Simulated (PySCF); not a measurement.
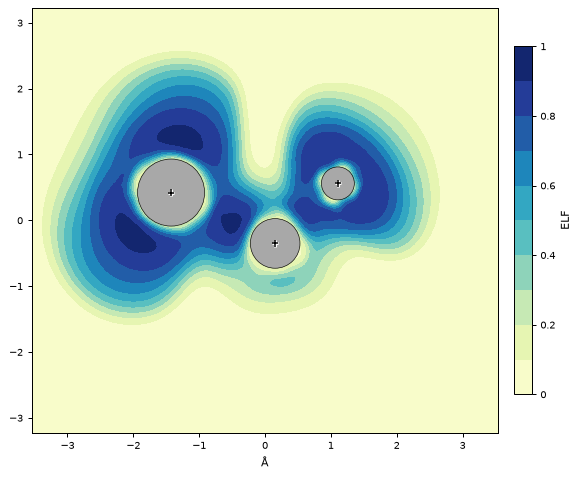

The ELF on a plane through atoms (crosses mark nuclei in the plane; grey discs cover the cores).

The calculation used PySCF, B3LYP/def2-SVPD, SCF density, gas phase.

Candidates:
A. C$_{5}$H$_{10}$O$_{2}$Si (SMILES C=CC[Si](O)(O)C=C)
B. CClF$_{3}$ (SMILES FC(F)(F)Cl)

**Which candidate gave the map?**

Candidate B: CClF$_{3}$ on the plane of atoms F1, C2 and Cl5, which holds F, C and Cl. C–F (1.32 Å): the ELF peaks at about 0.85 between the atoms: a shared but strongly polarised pair. C–Cl (1.76 Å): the ELF peaks at about 0.90 between the atoms; localised, covalent bonding.
